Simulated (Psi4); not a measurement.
**M06-2X/6-31G(d) (density fitting with cc-pvdz-jkfit, spherical functions, sweep point 2) run of BH2Cl (SMILES [H]B([H])Cl)**

Aim: the vertical ionisation energy of BH2Cl at M06-2X/6-31G* (density fitting with cc-pvdz-jkfit, spherical functions, sweep point 2), from 2 runs. 

Program for the calculation: Psi4 1.11.

2 further runs of the same task are left out: 2 set aside as unsound or not needed.

### 1 Starting point

The species is BH2Cl (4 atoms), meant as a singlet with charge 0. As SMILES, `[H]B([H])Cl`. The coordinates come from a GFN2-xTB relaxation.

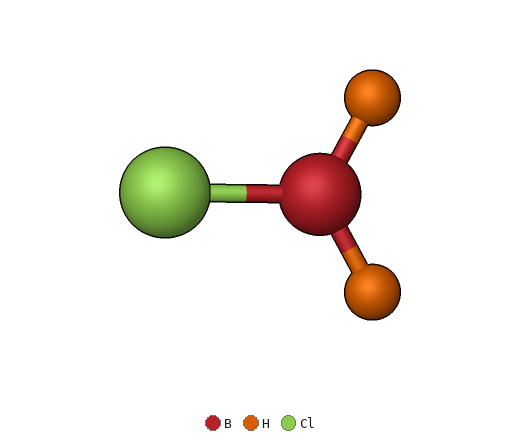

The structure, seen from a chosen angle (boron red, hydrogen orange, chlorine green).

### 2 The energy at M06-2X/6-31G(d) (density fitting with cc-pvdz-jkfit, spherical functions, sweep point 2)

File calc.in:

```
memory 1600 mb

molecule system {
  0 1
  B      0.069310     0.114420    -0.000410
  H      1.240090     0.070720     0.015540
  H     -0.512130     1.131590    -0.018950
  Cl    -0.797280    -1.316740     0.003830
  units angstrom
  symmetry c1
}

set {
  puream true
  scf_type df
  dft_radial_points 99
  dft_spherical_points 590
  df_basis_scf cc-pvdz-jkfit
}

E, wfn = energy('m06-2x/6-31G*', return_wfn=True)
print_variables()
```

Launch:

```console
$ psi4 -n 1 calc.in calc.out
```

calc.out:

```text
[...]
  Running in c1 symmetry.
[...]
  Nuclear repulsion =   38.958045577157094
[...]
  Multiplicity = 1
[...]
  Nalpha       = 12
  Nbeta        = 12
[...]
    Number of basis functions: 36
[...]
   @DF-RKS iter   1:  -486.19419846912547   -2.79339e-01   3.68769e-03 ADIIS/DIIS
[...]
   @DF-RKS iter   7:  -486.20809867818764   -3.68224e-08   8.42129e-07 DIIS
[...]
    Orbital Energies [Eh]
    ---------------------
    Doubly Occupied:
       1A   -102.651938     2A     -9.819419     3A     -7.539161
       4A     -7.536722     5A     -7.534384     6A     -7.089566
       7A     -0.956193     8A     -0.597101     9A     -0.480097
      10A     -0.466559    11A     -0.425658    12A     -0.360455
[...]
  @DF-RKS Final Energy:  -486.20809867818764
   => Energetics <=
    Nuclear Repulsion Energy =             38.9580455771570939
    One-Electron Energy =                -746.7289476835883306
    Two-Electron Energy =                 237.2443951622172733
    DFT Exchange-Correlation Energy =     -15.6815917339736757
    Empirical Dispersion Energy =           0.0000000000000000
    VV10 Nonlocal Energy =                  0.0000000000000000
    Total Energy =                       -486.2080986781875822
[...]
 Multipole Moments:
 ------------------------------------------------------------------------------------
     Multipole            Electronic (a.u.)      Nuclear  (a.u.)        Total (a.u.)
 ------------------------------------------------------------------------------------
 L = 1.  Multiply by 2.5417464519 to convert [e a0] to [Debye]
 Dipole X            :         -1.2374379            1.3494151            0.1119772
 Dipole Y            :         -2.0438493            2.2287107            0.1848614
 Dipole Z            :          0.0057107           -0.0063272           -0.0006165
 Magnitude           :                                                    0.2161319
[...]
```

Run time: 4.2 s. Hardware: 1 thread of AMD EPYC 9R45 (Zen 5), shared host; peak memory 0.74 GiB.

### 3 The doublet cation, same level

File input.in:

```
memory 1.6 GB

molecule mol {
  1 2
  B      0.069310     0.114420    -0.000410
  H      1.240090     0.070720     0.015540
  H     -0.512130     1.131590    -0.018950
  Cl    -0.797280    -1.316740     0.003830
  symmetry c1
}

set reference uks
set puream true
set scf_type df
set dft_radial_points 99
set dft_spherical_points 590
set df_basis_scf cc-pvdz-jkfit
set maxiter 150

E = energy("m06-2x/6-31G*")
print_variables()
```

Launch:

```console
$ psi4 -n 1 input.in input.out
```

input.out:

```text
[...]
  Running in c1 symmetry.
[...]
  Nuclear repulsion =   38.958045577157094
[...]
  Multiplicity = 2
[...]
  Nalpha       = 12
  Nbeta        = 11
[...]
    Number of basis functions: 36
[...]
   @DF-UKS iter   1:  -485.77149119675818    1.43368e-01   3.70477e-03 DIIS/ADIIS
[...]
   @DF-UKS iter   9:  -485.78644254221530   -2.91024e-08   5.06806e-07 DIIS
[...]
   @S^2 Observed:                7.555969816E-01
[...]
    Orbital Energies [Eh]
    ---------------------
    Alpha Occupied:
       1A   -103.013294     2A    -10.173569     3A     -7.901329
       4A     -7.890893     5A     -7.887913     6A     -7.395086
       7A     -1.293484     8A     -0.908528     9A     -0.805205
      10A     -0.778198    11A     -0.738536    12A     -0.692162
    Alpha Virtual:
      13A     -0.286317    14A     -0.108153    15A     -0.035373
      16A     -0.021423    17A      0.090898    18A      0.172157
      19A      0.172202    20A      0.195060    21A      0.233771
      22A      0.249678    23A      0.271802    24A      0.460522
      25A      0.516317    26A      0.561239    27A      0.568371
[...]
  @DF-UKS Final Energy:  -485.78644254221530
   => Energetics <=
    Nuclear Repulsion Energy =             38.9580455771570939
    One-Electron Energy =                -738.8878618213722120
    Two-Electron Energy =                 229.6437836087218329
    DFT Exchange-Correlation Energy =     -15.5004099067220640
    Empirical Dispersion Energy =           0.0000000000000000
    VV10 Nonlocal Energy =                  0.0000000000000000
    Total Energy =                       -485.7864425422152976
[...]
 Multipole Moments:
 ------------------------------------------------------------------------------------
     Multipole            Electronic (a.u.)      Nuclear  (a.u.)        Total (a.u.)
 ------------------------------------------------------------------------------------
 L = 1.  Multiply by 2.5417464519 to convert [e a0] to [Debye]
 Dipole X            :         -0.8038950            1.3494151            0.5455201
 Dipole Y            :         -1.3276911            2.2287107            0.9010196
 Dipole Z            :          0.0036554           -0.0063272           -0.0026718
 Magnitude           :                                                    1.0532975
[...]
```

Run time: 6.9 s. Hardware: 1 thread of AMD EPYC 9R45 (Zen 5), shared host; peak memory 0.74 GiB.

### 4 Outcome

At M06-2X/6-31G* (density fitting with cc-pvdz-jkfit, spherical functions, sweep point 2):

| quantity | value |
| --- | --- |
| singlet BH2Cl: total energy | -486.20810 Eh |
| singlet BH2Cl: dipole moment | 0.55 D |
| singlet BH2Cl: HOMO energy | -9.81 eV |
| singlet BH2Cl: LUMO energy | -0.38 eV |
| singlet BH2Cl: HOMO–LUMO gap | 9.43 eV |
| doublet cation: total energy | -485.78644 Eh |
| doublet cation: HOMO energy (highest over α and β) | -18.83 eV |
| doublet cation: LUMO energy (lowest over α and β) | -13.20 eV |
| doublet cation: ⟨S²⟩ | 0.756 |
| vertical ionisation energy (to the doublet cation) | 11.474 eV |

What this shows: The vertical ionisation energy comes to 11.47 eV (1107 kJ/mol). −ε(HOMO) before ionisation, 9.81 eV, is 1.67 eV below this ionisation energy.
